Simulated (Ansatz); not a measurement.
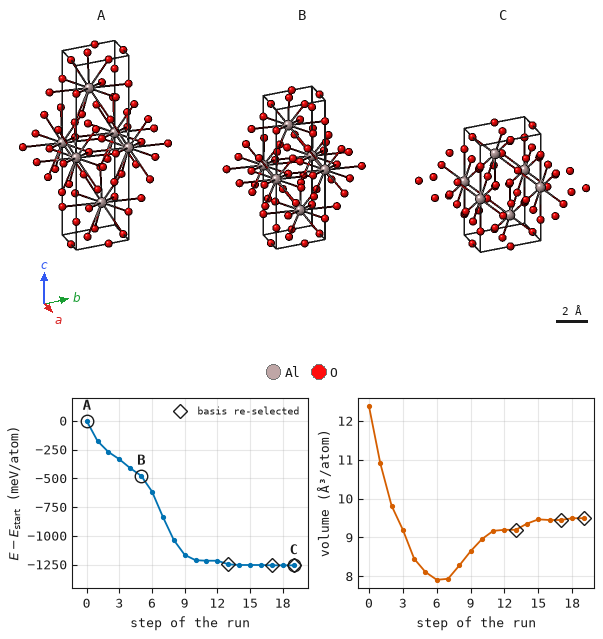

Frames of a relaxation of a crystal of AlO₅ (a generated structure, set up in R32) (coarse preliminary run), marked on the history of the run. The picture is a ball-and-stick view of the conventional cell (3 times the calculation's cell), seen slightly off an axis. Lengths and directions refer to the drawn axes.

These are results of DFT PBE, scalar-relativistic, plane waves, PAW (Ansatz), not measurements.

Input file:
```yaml
crystal:
  lattice:
    - [2.28229288, 1.31768241, 4.11473818]
    - [-2.28229288, 1.31768241, 4.11473818]
    - [0.0, -2.63536482, 4.11473818]
  atoms:
    - { symbol: Al, position: [0.5, 0.5, 0.5] }
    - { symbol: O, position: [0.61957282, 0.38042718, 0.0], spin: 1.0 }
    - { symbol: O, position: [0.15254025, 0.15254025, 0.15254025], spin: 1.0 }
    - { symbol: O, position: [0.0, 0.61957282, 0.38042718], spin: 1.0 }
    - { symbol: O, position: [0.38042718, 0.0, 0.61957282], spin: 1.0 }
    - { symbol: O, position: [0.84745975, 0.84745975, 0.84745975], spin: 1.0 }
basis:
  ecutwfc: 420
kpoints:
  mp_grid: { grid: [6, 6, 6] }
hamiltonian:
  xc: pbe
scf:
  occupations: { method: gaussian, width: 0.1 }
  lower_state_search: "off"
output:
  forces: true
  stress: true
  eigenvalues: true
  populations: true
magnetization:
  spin_polarized: true
relax:
  adjacent_minimum: "off"
  f_tol: 0.04
  max_steps: 70
  cell: { stress_tol: 0.4 }
```

Run as
```bash
ansatz run input.yaml --threads 1 --pin off --max-ram 2560MiB --backend cpu --events-out ev --progress --plain --runs-dir out
```

### Describe the path.

After 16 accepted moves (19 points after the start) the energy has fallen by 1257 meV per atom. Largest force component: 0.25 eV/Å at the start, 0.0015 eV/Å at the end. Pressure: −19.77 GPa at the start and 0.06 GPa at the end. The SCF was repeated 3 times at an unchanged geometry on a basis and grid sized afresh for the cell, which shifted the energy by 30.7 meV per atom at most. The largest moves relative to the cell, 0.63 Å, are those of O2, O4 and O5. O2 goes along −a. Al stays in place. Cell: a = b 4.565 → 5.258 Å (+15.2 %), c 12.344 → 7.139 Å (−42.2 %). Volume −23.3 %. Near-neighbour distances that change, for instance: Al1–O3 4.289 → 2.181 Å, O2–O3 2.649 → 1.813 Å, Al1–O2 2.503 → 1.929 Å, Al1–O3 (another image) 2.641 → 3.042 Å. New bonds form: Al1–O3 (4.29 → 2.18 Å), Al1–O6 (4.29 → 2.18 Å). The space group (tolerance 0.01 Å) goes from R32 (No. 155) to R-3m (No. 166). From step 0 to 5: O atoms move most (0.16 Å), volume −34.5 %, energy −477 meV per atom. From step 5 to 19: O atoms move most (0.44 Å), volume +17.1 %, energy −779 meV per atom.

| step | E − E(0), meV/atom | largest force component, eV/Å | pressure, GPa | volume, Å³/atom | note |
| --- | --- | --- | --- | --- | --- |
| 0 | 0.00 | 0.2493 | -19.77 | 12.374 |  |
| 1 | -175.57 | 0.1691 | -14.86 | 10.908 |  |
| 2 | -270.68 | 0.0995 | -7.07 | 9.818 |  |
| 3 | -333.75 | 0.8542 | -11.89 | 9.197 |  |
| 4 | -411.38 | 0.2001 | -1.78 | 8.452 |  |
| 5 | -477.42 | 1.1914 | 4.48 | 8.111 |  |
| 6 | -614.57 | 1.9315 | 11.72 | 7.911 |  |
| 7 | -835.67 | 2.0748 | 15.07 | 7.936 |  |
| 8 | -1036.31 | 1.0183 | 12.69 | 8.281 |  |
| 9 | -1165.43 | 0.8969 | 5.57 | 8.647 |  |
| 10 | -1212.15 | 0.4265 | 1.00 | 8.958 |  |
| 11 | -1216.28 | 0.0591 | 0.19 | 9.171 |  |
| 12 | -1216.44 | 0.0206 | -0.30 | 9.198 |  |
| 13 | -1247.11 | 0.0106 | 3.40 | 9.198 | same geometry, new basis |
| 14 | -1253.52 | 0.0237 | 1.32 | 9.358 |  |
| 15 | -1253.47 | 0.0477 | -0.44 | 9.467 |  |
| 16 | -1253.62 | 0.0039 | 0.04 | 9.450 |  |
| 17 | -1256.51 | 0.0040 | 0.53 | 9.450 | same geometry, new basis |
| 18 | -1256.36 | 0.0016 | 0.04 | 9.496 |  |
| 19 | -1256.65 | 0.0015 | 0.06 | 9.496 | same geometry, new basis |
